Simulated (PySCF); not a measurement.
```xyz
2

P     0.0000    0.0000   -1.9300
I     0.0000    0.0000    0.4710
```

These are results of PBE0/x2c-SVPall, spin-free X2C-1e, Gaussian nucleus, at a bond length of 2.401 Å in PySCF 2.14.0, not measurements.

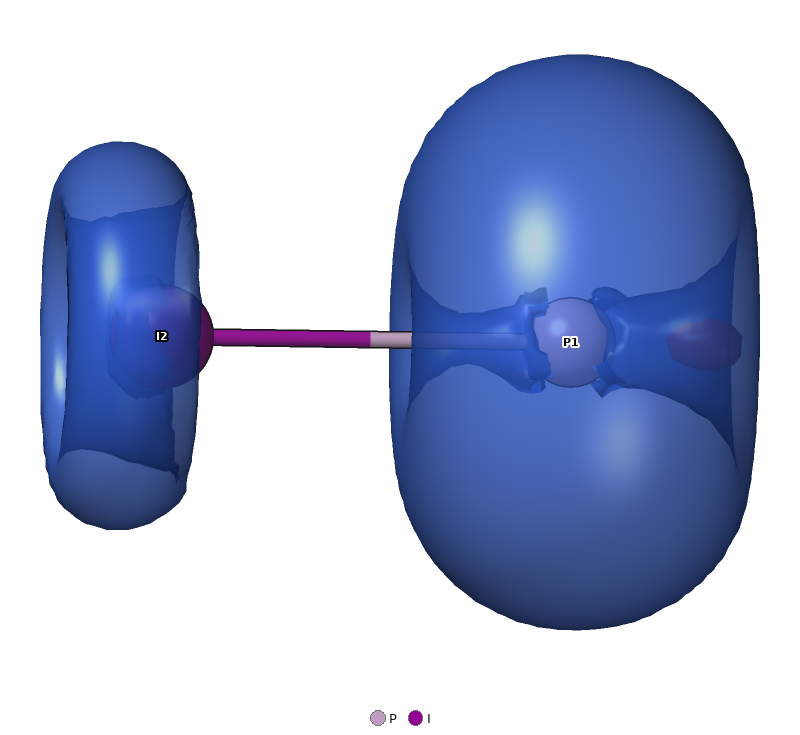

PI (triplet). Isosurfaces of the spin density (α minus β) at +0.03 (blue) and −0.03 e/Å³ (red), seen from one side.

Describe the spin distribution.

Answer. The unpaired spin (2 electrons) lies mostly on P1 (about 1.7) and I2 (about 0.3), in electrons by Hirshfeld's partition.
